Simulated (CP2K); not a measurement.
# CH3Cl3Si (methyltrichlorosilane) at PM6

Aim: the energy change on altering one bond length of CH3Cl3Si (methyltrichlorosilane) at PM6, from 2 runs. 

The results are computed with CP2K 2026.2.

4 further runs of the same task are left out: 3 that didn't finish, 1 set aside as unsound or not needed.

### 1 The molecule

The species is CH3Cl3Si (8 atoms), meant as a singlet with charge 0. As SMILES, `C[Si](Cl)(Cl)Cl`. The shape is that of a PBE0-D4/def2-TZVP optimisation.

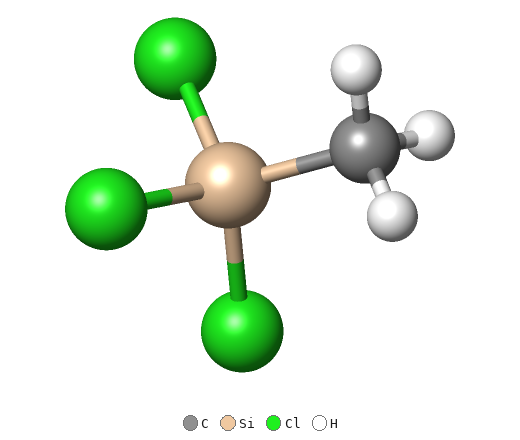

The structure, seen from a chosen angle (carbon grey, silicon light orange, chlorine green, hydrogen white).

### 2 The energy at PM6

The input, calc.inp:

```
&GLOBAL
 PROJECT_NAME calc
 RUN_TYPE ENERGY
 PRINT_LEVEL MEDIUM
&END

&FORCE_EVAL
 METHOD Quickstep
 &DFT
  &QS
   METHOD PM6
   EPS_DEFAULT 1.0E-10
   &SE
    &COULOMB
     CUTOFF [angstrom] 50
     RC_RANGE [angstrom] 0
    &END
    &EXCHANGE
     CUTOFF [angstrom] 50
     RC_RANGE [angstrom] 0
    &END
   &END
  &END
  &POISSON
   PERIODIC NONE
   POISSON_SOLVER ANALYTIC
  &END
  &SCF
   SCF_GUESS ATOMIC
   EPS_SCF 1.0E-06
   MAX_SCF 80
   ADDED_MOS 2
   &DIAGONALIZATION
    ALGORITHM STANDARD
   &END
   &MIXING
    METHOD DIRECT_P_MIXING
    ALPHA 0.4
   &END
  &END
  &PRINT
   &MOMENTS
    PERIODIC F
    REFERENCE COM
    MAX_MOMENT 1
   &END
   &MO ON
    ENERGIES T
    OCCUPATION_NUMBERS T
    NDIGITS 6
    &EACH
     QS_SCF 0
    &END
    ADD_LAST NUMERIC
   &END
   &HIRSHFELD OFF
   &END
  &END
 &END
 &SUBSYS
  # box in angstrom
  &CELL
   ABC 16 15.6 16.1
   PERIODIC NONE
  &END
  &COORD
   SCALED T
   C    0.43326250   0.45458333   0.56489441
   Si   0.51437500   0.48519231   0.48944099
   Cl   0.62634375   0.43148077   0.52019255
   Cl   0.48293750   0.44497436   0.37307453
   Cl   0.52889375   0.61500641   0.48663975
   H    0.42603750   0.38499359   0.56580745
   H    0.45080000   0.47642308   0.62692547
   H    0.37365625   0.48373718   0.54779503
  &END
 &END
&END
```

The run is started by

```sh
$ OMP_NUM_THREADS=1 cp2k.psmp -i calc.inp > calc.out 2>&1
```

The log of the run:

```text
CP2K| version string:                                       CP2K version 2026.2
[...]
 GLOBAL| Method name                                                        CP2K
[...]
 GLOBAL| Run type                                                         ENERGY
[...]
                             - Atoms:                                          8
[...]
                             - Spherical basis functions:                     43
[...]
 Number of electrons:                                                         32
[...]
     1 P_Mix/Diag. 0.40E+00    0.0     0.78415842       -32.4702392179 -3.25E+01
[...]
    17 DIIS/Diag.  0.19E-06    0.0     0.00000012       -36.9095972507 -3.18E-12
  *** SCF run converged in    17 steps ***
  Core-core repulsion energy [eV]:                           1924.55276847310552
  Core Hamiltonian energy [eV]:                             -1595.84785508167283
  Two-electron integral energy [eV]:                        -2666.13226434355602
  Electronic energy [eV]:                                   -2928.91398725345107
  Total energy [eV]:                                        -1004.36121878034544
  Atomic reference energy [eV]:                               998.75902055955953
  Heat of formation [kcal/mol]:                              -129.18977026989486
[...]
 SE_DIPOLE| Moment [Debye]          1.40858202       0.51901002      -1.31812011
 SE_DIPOLE| Derivative [a.u.]       0.00000000       0.00000000       0.00000000
 ENERGY| Total FORCE_EVAL ( QS ) energy [hartree]            -36.909597250723991
[...]
```

Run time: 0.28 s. Hardware: 1 thread of Arm Neoverse V1, shared host.

### 3 The distorted shape, same level

The input, mol.inp:

```
&GLOBAL
   PROJECT_NAME mol
   RUN_TYPE ENERGY
   PRINT_LEVEL MEDIUM
&END GLOBAL

&FORCE_EVAL
   METHOD Quickstep
   &DFT
      CHARGE 0
      MULTIPLICITY 1
      &QS
         METHOD PM6
         EPS_DEFAULT 1.0E-10
         &SE
            &COULOMB
               CUTOFF [angstrom] 50
               RC_RANGE [angstrom] 0
            &END COULOMB
            &EXCHANGE
               CUTOFF [angstrom] 50
               RC_RANGE [angstrom] 0
            &END EXCHANGE
         &END SE
      &END QS
      &POISSON
         PERIODIC NONE
         POISSON_SOLVER ANALYTIC
      &END POISSON
      &SCF
         SCF_GUESS ATOMIC
         EPS_SCF 1.0E-06
         MAX_SCF 80
         ADDED_MOS 2
         &DIAGONALIZATION
            ALGORITHM STANDARD
         &END DIAGONALIZATION
         &MIXING
            METHOD DIRECT_P_MIXING
            ALPHA 0.4
         &END MIXING
      &END SCF
      &PRINT
         &MOMENTS
            PERIODIC F
            REFERENCE COM
            MAX_MOMENT 1
         &END MOMENTS
         &MO ON
            ENERGIES T
            OCCUPATION_NUMBERS T
            NDIGITS 6
            &EACH
               QS_SCF 0
            &END EACH
            ADD_LAST NUMERIC
         &END MO
         &HIRSHFELD OFF
         &END HIRSHFELD
      &END PRINT
   &END DFT
   ! structure
   &SUBSYS
      ! vacuum box
      &CELL
         ABC [angstrom] 16 15.6 17.6
         PERIODIC NONE
      &END CELL
      &COORD
         SCALED T
         C    0.43326250   0.45458333   0.60194287
         Si   0.51437500   0.48519231   0.53292014
         Cl   0.62634375   0.43148077   0.56105082
         Cl   0.45778769   0.41280026   0.34131281
         Cl   0.52889375   0.61500641   0.53035764
         H    0.42603750   0.38499359   0.60277810
         H    0.45080000   0.47642308   0.65868719
         H    0.37365625   0.48373718   0.58630082
      &END COORD
   &END SUBSYS
&END FORCE_EVAL
```

The run is started by

```sh
$ OMP_NUM_THREADS=1 cp2k.psmp mol.inp > mol.out
```

The log of the run:

```text
CP2K| version string:                                       CP2K version 2026.2
[...]
 GLOBAL| Method name                                                        CP2K
[...]
 GLOBAL| Run type                                                         ENERGY
[...]
                             - Atoms:                                          8
[...]
                             - Spherical basis functions:                     43
[...]
 Number of electrons:                                                         32
[...]
     1 P_Mix/Diag. 0.40E+00    0.0     0.77791099       -32.6189137824 -3.26E+01
[...]
    20 DIIS/Diag.  0.18E-06    0.0     0.00000044       -36.7635588201 -9.29E-12
  *** SCF run converged in    20 steps ***
  Core-core repulsion energy [eV]:                           1711.41625709981099
  Core Hamiltonian energy [eV]:                             -1602.58388168920669
  Two-electron integral energy [eV]:                        -2218.43937279755392
  Electronic energy [eV]:                                   -2711.80356808798388
  Total energy [eV]:                                        -1000.38731098817277
  Atomic reference energy [eV]:                               998.75902055955953
  Heat of formation [kcal/mol]:                               -37.54927228828014
[...]
 SE_DIPOLE| Moment [Debye]         -1.44702581      -2.98928902     -11.67004720
 SE_DIPOLE| Derivative [a.u.]       0.00000000       0.00000000       0.00000000
 ENERGY| Total FORCE_EVAL ( QS ) energy [hartree]            -36.763558820149456
[...]
```

Run time: 0.28 s. Hardware: 1 thread of Arm Neoverse V1, shared host.

### 4 What came out

Level: PM6.

```
                                                           quantity            value
                                          first shape: total energy     -36.90960 Eh
                                         first shape: dipole moment           2.00 D
                                           first shape: HOMO energy        -11.21 eV
                                           first shape: LUMO energy         -0.67 eV
                                         first shape: HOMO–LUMO gap         10.54 eV
                                     first shape: heat of formation  -129.2 kcal/mol
                                      distorted shape: total energy     -36.76356 Eh
                                     distorted shape: dipole moment          12.13 D
                                       distorted shape: HOMO energy         -8.55 eV
                                       distorted shape: LUMO energy         -3.20 eV
                                     distorted shape: HOMO–LUMO gap          5.35 eV
                                 distorted shape: heat of formation   -37.5 kcal/mol
energy change with the Si2–Cl4 bond stretched from 2.039 to 3.670 Å         3.974 eV
```

One bond (distorted shape) is far stretched, which a spin-restricted single reference describes badly. With the Si2–Cl4 bond stretched from 2.039 to 3.670 Å the energy rises by 3.97 eV (92 kcal/mol). The first shape isn't relaxed at this level, so the change isn't measured from a minimum. A restricted reference can't describe the breaking bond well at this length.
